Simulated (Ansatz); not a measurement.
# One shape, several levels: AlSiNH8 (SMILES [AlH3-][NH2+][SiH3])

Wanted: a comparison of 6 runs (B3LYP/6-31G*, BLYP/def2-SVP, PBE-QIDH/def2-SVP, PBE/def2-SVP, wB97M-V/def2-SVP, RPA@PBE0/def2-SVP) of AlSiNH8. 

The results are computed with Ansatz 0.2.0.

53 further runs of the same task are left out: 1 that didn't finish, 52 set aside as unsound or not needed.

### 1 The system as given

AlSiNH8: 11 atoms, total charge 0, spin state singlet. As SMILES, `[AlH3-][NH2+][SiH3]`. The Al1–H6 distance was set to 2.882 Å, away from the relaxed value. At this shape a bond of the SMILES string is far longer than usual.

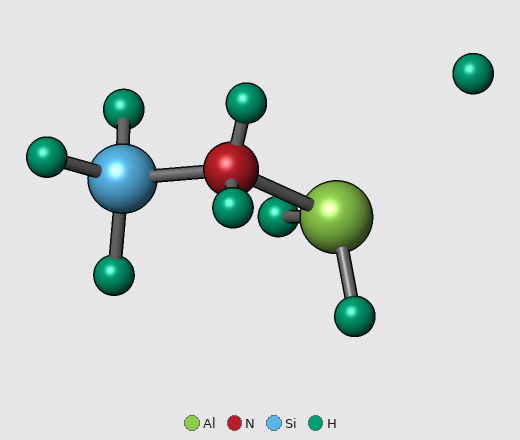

The structure, seen from a chosen angle (aluminium green, nitrogen red, silicon blue, hydrogen teal).

### 2 A single-point energy at B3LYP/6-31G(d) (Cartesian functions) (run 1)

Contents of in.yaml:

```yaml
crystal:
  periodic: [false, false, false]
  atoms:
    - {symbol: Al, position_ang: [0.281599, 1.031737, -1.201367]}
    - {symbol: "N", position_ang: [1.153399, -0.035863, 0.342133]}
    - {symbol: Si, position_ang: [2.057899, -1.428063, -0.331967]}
    - {symbol: H, position_ang: [0.460599, -0.087463, -2.342967]}
    - {symbol: H, position_ang: [1.275499, 2.285937, -1.267267]}
    - {symbol: H, position_ang: [-2.377200, 1.435300, -0.165100]}
    - {symbol: H, position_ang: [1.748399, 0.607137, 0.856133]}
    - {symbol: H, position_ang: [0.413199, -0.324163, 0.975333]}
    - {symbol: H, position_ang: [2.833199, -2.062263, 0.767733]}
    - {symbol: H, position_ang: [2.976499, -0.896163, -1.357267]}
    - {symbol: H, position_ang: [1.059199, -2.376763, -0.860667]}
basis:
  gaussian:
    orbitals: "6-31G*"
magnetization:
  spin_polarized: false
hamiltonian:
  xc: {name: B3LYP}
accuracy: high
output: {orbitals: {seedname: orbitals}}
```

Command:

```bash
$ ansatz run in.yaml --threads 1 --pin off --max-ram 3480MiB --events-out events.jsonl --progress --plain --runs-dir runs
```

Output:

```text
Warning: RAYON_NUM_THREADS=1 ignored (pool sized by the plan → 1); use --threads N
Functional definition: B3LYP
  name "B3LYP"
  parameter a0 = 0.2
  parameter ax = 0.72
  parameter ac = 0.81
  exchange = (1 - a0 - ax)*slater_x + ax*b88_x + a0*exact_x
  correlation = (1 - ac)*vwn_rpa_c + ac*lyp_c
1642 factors; integrals over basis functions are off by at most 3.6e-9 eV
mean field evaluation 1: about -16088.0487 eV, gradient 4.8e1 eV
mean field evaluation 2: about -16082.6489 eV, gradient 6.5e1 eV
mean field evaluation 4: about -16092.8563 eV, gradient 2.2e0 eV
mean field evaluation 8: about -16093.0394 eV, gradient 2.0e-1 eV
mean field evaluation 16: about -16093.0396 eV, gradient 6.2e-6 eV
mean field -16093.03957139 eV, -591.4082959945 hartree, gradient 5.1e-8 eV, S^2 0.000000; 0 other end points of the search recorded, 0 dependent functions left out
reference -16093.03962103 eV, -591.4082978189 hartree; 21, 21 occupied and 48, 48 virtual orbitals, 1642 factors
Total energy: -16093.03962103 eV, -591.4082978189 hartree
```

It took 6.9 s on 1 thread of Intel Xeon Platinum 8488C (Sapphire Rapids), shared host; peak memory 0.24 GiB.

### 3 The energy at BLYP/def2-SVP (run 2)

Contents of job.yaml:

```yaml
crystal:
  periodic: [false, false, false]
  atoms:
    - {symbol: Al, position_ang: [0.281599, 1.031737, -1.201367]}
    - {symbol: N, position_ang: [1.153399, -0.035863, 0.342133]}
    - {symbol: Si, position_ang: [2.057899, -1.428063, -0.331967]}
    - {symbol: H, position_ang: [0.460599, -0.087463, -2.342967]}
    - {symbol: H, position_ang: [1.275499, 2.285937, -1.267267]}
    - {symbol: H, position_ang: [-2.377200, 1.435300, -0.165100]}
    - {symbol: H, position_ang: [1.748399, 0.607137, 0.856133]}
    - {symbol: H, position_ang: [0.413199, -0.324163, 0.975333]}
    - {symbol: H, position_ang: [2.833199, -2.062263, 0.767733]}
    - {symbol: H, position_ang: [2.976499, -0.896163, -1.357267]}
    - {symbol: H, position_ang: [1.059199, -2.376763, -0.860667]}
basis:
  gaussian: {orbitals: def2-SVP}
hamiltonian: {xc: {name: BLYP}}
accuracy: high
output: {orbitals: {seedname: orbitals}}
```

Command:

```bash
$ ansatz run job.yaml --threads 1 --pin off --max-ram 3480MiB --events-out events.jsonl --progress --plain --runs-dir runs
```

Output:

```text
Warning: RAYON_NUM_THREADS=1 ignored (pool sized by the plan → 1); use --threads N
Functional definition: BLYP
  name "BLYP"
  parameter beta = 0.0042
  parameter a = 0.04918
  parameter b = 0.132
  parameter c = 0.2533
  parameter d = 0.349
  exchange = b88_x(beta = beta)
  correlation = lyp_c(a = a, b = b, c = c, d = d)
2071 factors; integrals over basis functions are off by at most 3.6e-9 eV
mean field evaluation 1: about -16077.6680 eV, gradient 5.8e1 eV
mean field evaluation 2: about -16058.0479 eV, gradient 9.6e1 eV
mean field evaluation 4: about -16084.9470 eV, gradient 1.1e1 eV
mean field evaluation 8: about -16085.7745 eV, gradient 2.5e-1 eV
mean field evaluation 16: about -16085.7749 eV, gradient 2.5e-5 eV
mean field -16085.77490633 eV, -591.1413244777 hartree, gradient 6.9e-8 eV, S^2 0.000000; 0 other end points of the search recorded, 0 dependent functions left out
reference -16085.77497381 eV, -591.1413269578 hartree; 21, 21 occupied and 69, 69 virtual orbitals, 2071 factors
Total energy: -16085.77497381 eV, -591.1413269578 hartree
```

Run time: 8.1 s. Hardware: 1 thread of Intel Xeon Platinum 8488C (Sapphire Rapids), shared host; peak memory 0.26 GiB.

Runs 3 to 5 aren't shown in full; the table further down has their settings and results.

### 4 The energy at RPA@PBE0/def2-SVP (run 6)

Contents of input.yaml:

```yaml
crystal:
  periodic: [false, false, false]
  atoms:
    - symbol: Al
      position_ang: [0.281599, 1.031737, -1.201367]
    - symbol: N
      position_ang: [1.153399, -0.035863, 0.342133]
    - symbol: Si
      position_ang: [2.057899, -1.428063, -0.331967]
    - symbol: H
      position_ang: [0.460599, -0.087463, -2.342967]
    - symbol: H
      position_ang: [1.275499, 2.285937, -1.267267]
    - symbol: H
      position_ang: [-2.377200, 1.435300, -0.165100]
    - symbol: H
      position_ang: [1.748399, 0.607137, 0.856133]
    - symbol: H
      position_ang: [0.413199, -0.324163, 0.975333]
    - symbol: H
      position_ang: [2.833199, -2.062263, 0.767733]
    - symbol: H
      position_ang: [2.976499, -0.896163, -1.357267]
    - symbol: H
      position_ang: [1.059199, -2.376763, -0.860667]
basis:
  gaussian:
    orbitals: def2-SVP
hamiltonian:
  xc: pbe0
total_charge: 0
correlation:
  method: rpa
  frozen_orbitals: {Al: 5, H: 0, "N": 1, Si: 5}
accuracy: high
```

Command:

```bash
$ ansatz run input.yaml --threads 1 --pin off --max-ram 3480MiB --events-out events.jsonl --progress --plain --runs-dir runs
```

Output, cut to the lines that bear on the results:

```text
Warning: RAYON_NUM_THREADS=1 ignored (pool sized by the plan → 1); use --threads N
Functional definition: PBE0
  name "PBE0"
[...]
2071 factors; integrals over basis functions are off by at most 3.6e-9 eV
[...]
mean field -16078.44749368 eV, -590.8720470296 hartree, gradient 9.1e-8 eV, S^2 0.000000; 0 other end points of the search recorded, 0 dependent functions left out; unrestricted orbitals would lower it
11 core orbitals not correlated: weight in the atoms' cores, before any rotation towards them, 1.000 or more for the frozen orbitals, at most 0.000 for the correlated occupied ones
reference -16044.78637973 eV, -589.6350239081 hartree; 10, 10 occupied and 69, 69 virtual orbitals, 2071 factors
Total energy: -16061.96967193 eV, -590.2664982493 hartree
```

Run time: 19 s. Hardware: 1 thread of Intel Xeon Platinum 8488C (Sapphire Rapids), shared host; peak memory 0.36 GiB.

### 5 All runs side by side

| run | level | Cartesian functions | frozen core orbitals | energy (Eh) | HOMO energy (eV) | LUMO energy (eV) | HOMO–LUMO gap (eV) | wall time |
| --- | --- | --- | --- | --- | --- | --- | --- | --- |
| 1 | B3LYP/6-31G* (Cartesian functions) | yes | – | -591.408298 | -5.25 | -1.17 | 4.08 | 6.9 s |
| 2 | BLYP/def2-SVP | no | – | -591.141327 | -4.44 | -1.79 | 2.66 | 8.1 s |
| 3 | PBE-QIDH/def2-SVP | no | 11 | -590.658854 | -6.93 | 0.41 | 7.34 | 11 s |
| 4 | PBE/def2-SVP | no | – | -590.808366 | -4.63 | -1.92 | 2.71 | 5.1 s |
| 5 | wB97M-V/def2-SVP | no | – | -591.089860 | -7.30 | 0.60 | 7.90 | 64 s |
| 6 | RPA@PBE0/def2-SVP | no | 11 | -590.266498 | – | – | – | 19 s |

### 6 Summary of results

| quantity | value |
| --- | --- |
| run 6: total energy | -590.26650 Eh |
| run 6: RPA correlation energy (valence) | -631.5 mEh |

Over runs 1, 2, 3, 4, 5 the HOMO–LUMO gap runs from 2.66 eV (BLYP/def2-SVP) to 7.90 eV (wB97M-V/def2-SVP). Totals of different functionals can't be ranked against each other. In runs 3, 6 the log says that unrestricted orbitals would lower the reference, so the values rest on an unstable closed-shell determinant (other closed-shell runs at this shape may share the fault). All runs together took 1.9 min, the longest 64 s.
